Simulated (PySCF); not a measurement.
# InH₃⁻: relaxation and vibrations of the doublet

Aim: relax InH₃⁻ as a doublet from a trigonal planar start, check by its vibrations whether the end is a minimum, and collect its spectrum and constants.

Method: PBE0, basis In def2-TZVPD with ECP28, H def2-TZVPD, scalar-relativistic core potentials, no spin–orbit coupling, density fitting; program: PySCF 2.14.0.

### 1 The system as given

4 atoms, charge -1, spin multiplicity 2.

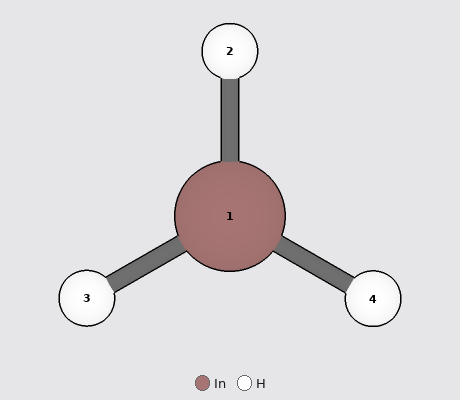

Start geometry, drawn with indium brown, hydrogen white; atoms are numbered from 1 in the order of the file.

```xyz
4
charge -1 multiplicity 2
In    0.0000    0.0000    0.0000
H     1.7400    0.0000    0.0000
H    -0.8700    1.5069    0.0000
H    -0.8700   -1.5069    0.0000
```

### 2 Finding the electronic state

One driver script runs all steps and calls PySCF; scf.py shows how it sets up the SCF of each step. The optimiser is the driver's own. After this first run the driver tries any further starts and a stability analysis.

The input, scf.py:

```python
from pyscf import gto, scf, dft
mol = gto.M(atom='''
In     0.000000     0.000000     0.000000
H      1.740000     0.000000     0.000000
H     -0.870000     1.506900     0.000000
H     -0.870000    -1.506900     0.000000''',
    basis={'In': 'def2-TZVPD', 'H': 'def2-TZVPD'},
    ecp={'In': 'def2-TZVPD'},
    charge=-1, spin=1)
mf = dft.UKS(mol, xc='PBE0')
mf.grids.atom_grid = (50, 194)
aux = {'In': 'def2-universal-JKFIT', 'H': 'def2-universal-JKFIT'}
mf = mf.density_fit(auxbasis=aux)
mf.conv_tol = 1e-08
mf.diis_space = 10
mf.max_cycle = 60
mf.init_guess = 'minao'
mf.verbose = 4
mf.kernel()
```

Launch:

```
OMP_NUM_THREADS=2 python axn.py task.json out
```

The program printed:

```text
init E= -158.935356429136
[... the frontier-level lines of each cycle are left out ...]
cycle= 1 E= -190.9092591318  delta_E=  -32  |g|= 1.48  |ddm|= 32.4
cycle= 2 E= -182.180824509028  delta_E= 8.73  |g|= 5.19  |ddm|= 48.2
cycle= 3 E= -191.864433281585  delta_E= -9.68  |g|= 0.329  |ddm|= 47.9
cycle= 4 E= -191.894420650172  delta_E= -0.03  |g|= 0.0709  |ddm|= 0.39
cycle= 5 E= -191.898003390435  delta_E= -0.00358  |g|= 0.00701  |ddm|= 0.165
cycle= 6 E= -191.898029530263  delta_E= -2.61e-05  |g|= 0.00298  |ddm|= 0.0158
cycle= 7 E= -191.898033631736  delta_E= -4.1e-06  |g|= 0.000451  |ddm|= 0.00315
cycle= 8 E= -191.898033872491  delta_E= -2.41e-07  |g|= 6.97e-05  |ddm|= 0.00187
cycle= 9 E= -191.898033883598  delta_E= -1.11e-08  |g|= 2.78e-05  |ddm|= 0.000452
cycle= 10 E= -191.898033884931  delta_E= -1.33e-09  |g|= 4.35e-06  |ddm|= 0.000187
Extra cycle  E= -191.898033884984  delta_E= -5.29e-11  |g|= 2.04e-06  |ddm|= 2.87e-05
converged SCF energy = -191.898033884984  <S^2> = 0.75372885  2S+1 = 2.0037254
```

This step, with its further starts and checks, needed 3.7 s of wall time on 2 threads of Arm Neoverse V1, shared host.

The test of internal stability found no lower solution of this spin.

### 3 Trigonal planar start, doublet: relaxation

The program finds D3h symmetry in the start, which this walk keeps. The walk stops when the largest gradient is under 0.0003 Eh/bohr and the energy has settled too.

scf.py, as its differences from that of step 2:

```diff
@@ -4,3 +4,3 @@
-H      1.740000     0.000000     0.000000
-H     -0.870000     1.506900     0.000000
-H     -0.870000    -1.506900     0.000000''',
+H      1.740009     0.000000     0.000000
+H     -0.870005     1.506892     0.000000
+H     -0.870005    -1.506892     0.000000''',
@@ -17 +16,0 @@
-mf.init_guess = 'minao'
```

Energy and gradient, step by step:

```tsv
step	energy (Eh)	change (kJ/mol)	largest symmetric gradient (Eh/bohr)
0	-191.898034	0.00	0.00072
1	-191.898039	-0.01	0.00034
2	-191.898041	-0.02	0.00000
```

The walk took 7.3 s.

After 2 steps and 0.0 kJ/mol it ends at D3h: In–H 1.743 Å (×3); H–In–H 120.0° (×3).

### 4 Is it a minimum? Harmonic modes

The point is checked on the finer grid, and tightened if its gradient asks for it. The Hessian and the dipole derivatives come from central differences of analytic gradients, with steps of 0.02 bohr.

scf.py, as its differences from that of step 3:

```diff
@@ -4,3 +4,3 @@
-H      1.740009     0.000000     0.000000
-H     -0.870005     1.506892     0.000000
-H     -0.870005    -1.506892     0.000000''',
+H      1.743303     0.000000     0.000000
+H     -0.871651     1.509744     0.000000
+H     -0.871651    -1.509744     0.000000''',
@@ -11 +11 @@
-mf.grids.atom_grid = (50, 194)
+mf.grids.atom_grid = (75, 302)
@@ -14 +14 @@
-mf.conv_tol = 1e-08
+mf.conv_tol = 1e-10
```

This SCF starts from the last density.

Log of the central SCF (cycles and frontier levels):

```text
init E= -191.898042725062
[... the frontier-level lines of each cycle are left out ...]
cycle= 1 E= -191.89804272506  delta_E= 1.53e-12  |g|= 2.85e-06  |ddm|= 5.12e-06
Extra cycle  E= -191.898042725063  delta_E= -3.21e-12  |g|= 2.63e-06  |ddm|= 4.51e-06
converged SCF energy = -191.898042725063  <S^2> = 0.75374815  2S+1 = 2.0037446
```

The whole step took 41 s.

Geometry: D3h; In–H 1.743 Å (×3); H–In–H 120.0° (×3).

Harmonic modes (main isotopes):

```
symmetry  ω (cm⁻¹)  IR (km/mol)  μ (u)     type
    a2''      491i          355   1.03     bend
      e'       573          297   1.02     bend
      e'      1698          836   1.02  stretch
     a1'      1736          0.0   1.01  stretch
```

With 1 mode imaginary (up to 491i cm⁻¹) this point is a saddle.

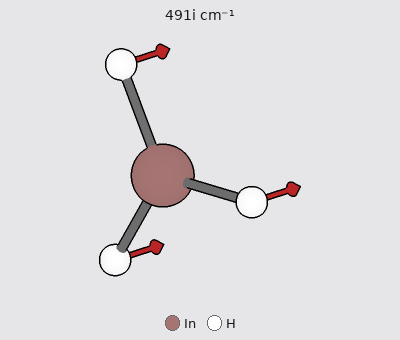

The imaginary mode, as arrows.

Constants and moments:

| Property | Result |
| --- | --- |
| Dipole moment about the centre of mass | 0.00 D |
| Highest occupied level | 1.22 eV |
| Lowest empty level | 3.27 eV |
| Rotational constants | 3.669, 3.669, 1.835 cm⁻¹ |
| Zero-point energy (real modes) | 37.5 kJ/mol |
| Principal polarisabilities | 127.1, 127.1, 379.4 bohr³ |
| Principal traceless quadrupole moments about the centre of mass | -3.18, 1.59, 1.59 D Å |
| Spin squared ⟨S²⟩ | 0.754 |

Charges (e) and bond orders:

```json
{"atom": "In1", "Mulliken": "-0.54", "Löwdin": "-0.24", "polar tensor": "-0.49", "spin (Mulliken)": "1.20", "Mayer order to In1": "–"}
{"atom": "H2,3,4", "Mulliken": "-0.15", "Löwdin": "-0.25", "polar tensor": "-0.17", "spin (Mulliken)": "-0.07", "Mayer order to In1": "0.90"}
```

Mulliken populations on In1 (outside its core potential): s 3.23, p 8.24, d 10.05, f 0.02.

### 5 Following the imaginary mode

The atoms are moved a little along the softest imaginary mode and relaxed again.

The program finds C3v symmetry in the start, which this walk keeps.

scf.py, as its differences from that of step 4:

```diff
@@ -3,4 +3,4 @@
-In     0.000000     0.000000     0.000000
-H      1.743303     0.000000     0.000000
-H     -0.871651     1.509744     0.000000
-H     -0.871651    -1.509744     0.000000''',
+In     0.000000    -0.000000     0.003158
+H      1.743303     0.000000    -0.120000
+H     -0.871651     1.509744    -0.120000
+H     -0.871651    -1.509744    -0.120000''',
@@ -11 +11 @@
-mf.grids.atom_grid = (75, 302)
+mf.grids.atom_grid = (50, 194)
@@ -14 +14 @@
-mf.conv_tol = 1e-10
+mf.conv_tol = 1e-08
```

The optimiser's trace:

```tsv
step	energy (Eh)	change (kJ/mol)	largest symmetric gradient (Eh/bohr)
0	-191.898730	0.00	0.00568
1	-191.902907	-10.97	0.00633
2	-191.903722	-13.11	0.00180
3	-191.903766	-13.22	0.00124
4	-191.903794	-13.30	0.00003
```

The walk took 10 s.

Geometry (Å) and forces (eV/Å) at some steps:

```
step 0
In   0.000   0.000   0.003  -0.002   0.000   0.292
H    1.743   0.000  -0.120  -0.013   0.000  -0.097
H   -0.872   1.510  -0.120   0.007  -0.011  -0.097
H   -0.872  -1.510  -0.120   0.007   0.011  -0.097
step 1
In   0.000   0.000   0.215  -0.001   0.000   0.326
H    1.724   0.000  -0.191  -0.007   0.000  -0.108
H   -0.862   1.493  -0.191   0.004  -0.007  -0.109
H   -0.862  -1.493  -0.191   0.004   0.007  -0.109
step 2
In   0.000   0.000   0.303  -0.003   0.000   0.003
H    1.716   0.000  -0.220  -0.091   0.000   0.000
H   -0.858   1.486  -0.220   0.047  -0.081  -0.002
H   -0.858  -1.486  -0.220   0.047   0.081  -0.002
step 3
In   0.000   0.000   0.312  -0.003   0.000  -0.019
H    1.710   0.000  -0.223  -0.062   0.000   0.007
H   -0.855   1.481  -0.223   0.033  -0.056   0.006
H   -0.855  -1.481  -0.223   0.033   0.056   0.006
step 4
In   0.000   0.000   0.316  -0.003   0.000   0.001
H    1.702   0.000  -0.224   0.002   0.000   0.000
H   -0.851   1.474  -0.224   0.001   0.000  -0.001
H   -0.851  -1.474  -0.224   0.001   0.000  -0.001
```

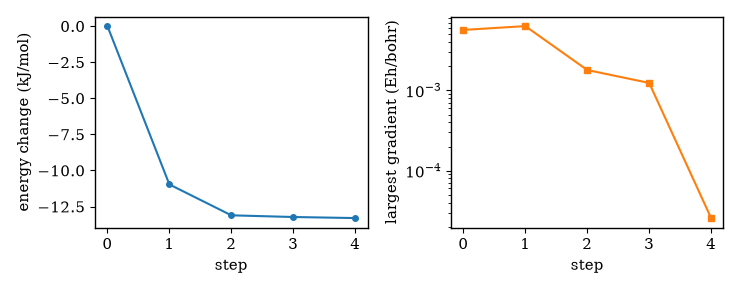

Energy and largest gradient along the walk.

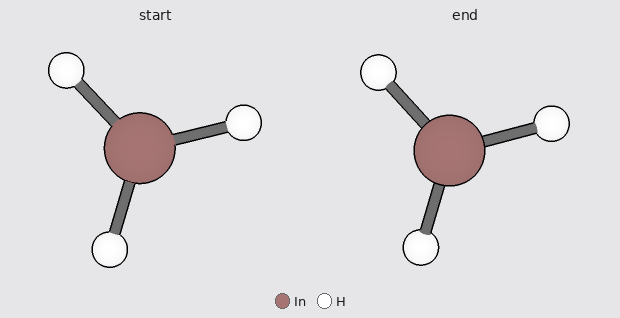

Start and end of the relaxation.

It settles in C3v symmetry, 13.3 kJ/mol below the start, after 4 steps: In–H 1.785 Å (×3); H–In–H 111.3° (×3).

### 6 Hessian and properties

As before: finer grid, then central differences.

scf.py, as its differences from that of step 5:

```diff
@@ -3,4 +3,4 @@
-In     0.000000    -0.000000     0.003158
-H      1.743303     0.000000    -0.120000
-H     -0.871651     1.509744    -0.120000
-H     -0.871651    -1.509744    -0.120000''',
+In     0.000000    -0.000000     0.014519
+H      1.701363     0.000000    -0.526794
+H     -0.850682     1.473424    -0.526794
+H     -0.850682    -1.473424    -0.526794''',
@@ -11 +11 @@
-mf.grids.atom_grid = (50, 194)
+mf.grids.atom_grid = (75, 302)
@@ -14 +14 @@
-mf.conv_tol = 1e-08
+mf.conv_tol = 1e-10
```

Log of the central SCF (cycles and frontier levels):

```text
init E= -191.90381160385
[... the frontier-level lines of each cycle are left out ...]
cycle= 1 E= -191.903811603845  delta_E= 5.2e-12  |g|= 2.43e-06  |ddm|= 7.27e-06
Extra cycle  E= -191.903811603847  delta_E= -1.36e-12  |g|= 2.51e-06  |ddm|= 8.16e-06
converged SCF energy = -191.903811603847  <S^2> = 0.75177781  2S+1 = 2.001777
```

The whole step needed 29 s of wall time on 2 threads of Arm Neoverse V1, shared host.

Geometry: C3v; In–H 1.785 Å (×3); H–In–H 111.2° (×3).

Modes, for the most abundant isotopes:

| symmetry | ω (cm⁻¹) | IR (km/mol) | type |
| --- | --- | --- | --- |
| a1 | 516 | 322 | bend |
| e | 602 | 338 | bend |
| e | 1552 | 1576 | stretch |
| a1 | 1559 | 279 | stretch |

No imaginary mode, so this is a minimum.

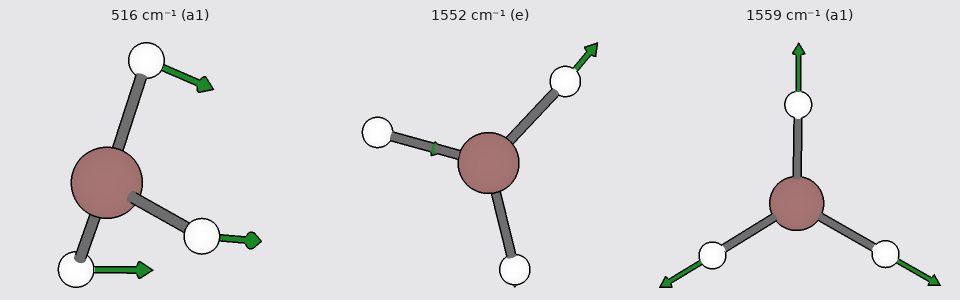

How the atoms move in 3 of the modes.

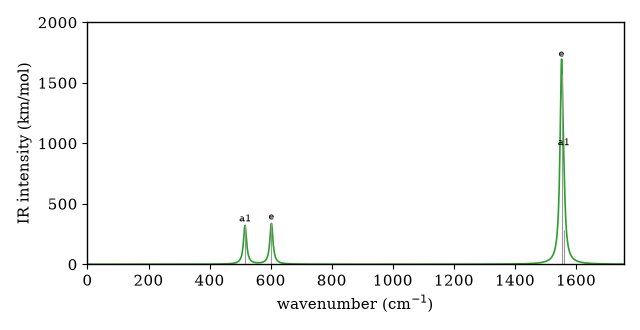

The harmonic infrared spectrum (widths in cm⁻¹). Lines are broadened to a width of 12 cm⁻¹ (Lorentzian).

Properties at this point:

| Property | Result |
| --- | --- |
| Dipole moment about the centre of mass | 0.01 D |
| Highest occupied level | 0.64 eV |
| Lowest empty level | 3.07 eV |
| Rotational constants | 3.218, 3.218, 1.926 cm⁻¹ |
| Zero-point energy | 38.2 kJ/mol |
| Principal polarisabilities | 101.9, 101.9, 160.4 bohr³ |
| Principal traceless quadrupole moments about the centre of mass | -0.07, -0.07, 0.13 D Å |
| Entropy at 298.15 K and 1 bar (electronic part: spin only) | 242.7 J/(mol K) |
| Heat capacity Cp at 298.15 K | 47.7 J/(mol K) |
| Enthalpy at 298.15 K above 0 K | 11.34 kJ/mol |
| Rotational symmetry number | 3 |
| Spin squared ⟨S²⟩ | 0.752 |

Charges (e) and bond orders:

```json
{"atom": "In1", "Mulliken": "-0.34", "Löwdin": "-0.23", "polar tensor": "0.38", "spin (Mulliken)": "0.96", "Mayer order to In1": "–"}
{"atom": "H2,3,4", "Mulliken": "-0.22", "Löwdin": "-0.26", "polar tensor": "-0.46", "spin (Mulliken)": "0.01", "Mayer order to In1": "0.92"}
```

Mulliken populations on In1 (outside its core potential): s 3.28, p 7.97, d 10.07, f 0.01.

### 7 The points found, side by side

| spin | group | bonds | imaginary modes (cm⁻¹) | ΔE (kJ/mol) | with zero-point energy |
| --- | --- | --- | --- | --- | --- |
| doublet | C3v | In–H 1.785 Å (×3) | none | 0.0 | 0.0 |
| doublet | D3h | In–H 1.743 Å (×3) | 491i | 15.1 | – |

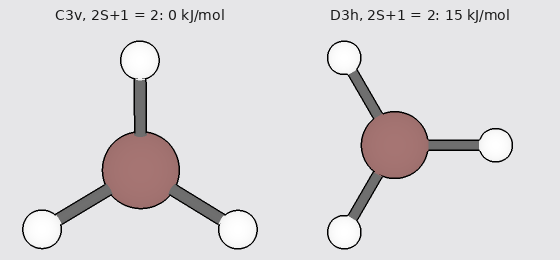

The points, lowest first (indium brown, hydrogen white).

### 8 Outcome

| quantity | value |
| --- | --- |
| minimum | doublet, C3v |
| geometry | In–H 1.785 Å (×3); H–In–H 111.2° (×3) |
| wavenumbers (cm⁻¹) | 516 (a1), 602 (e), 1552 (e), 1559 (a1) |
| dipole moment (centre of mass) | 0.01 D |
| highest occupied, lowest empty level (either spin) | 0.64, 3.07 eV |
| polar-tensor charge of In1 | +0.38 e |
| zero-point energy | 38.2 kJ/mol |
| entropy at 298.15 K | 242.7 J/(mol K) |
| ⟨S²⟩ | 0.752 |

In words: The trigonal planar start (D3h) ends in a minimum of C3v symmetry, after a stop at a saddle point 15.1 kJ/mol higher, from which it was pushed off along an imaginary mode. In the infrared the band at 1552 cm⁻¹ (e, stretch) leads. Most of the spin sits on In1 (Mulliken spin 0.96, against 1 for the whole molecule). Other starts or spin states, not run here, may lie lower. A highest occupied level above zero is common for anions with such functionals; it warns that the extra electron is poorly described. With an element this heavy the missing spin–orbit coupling can shift these numbers.

The search up to here took 91 s.
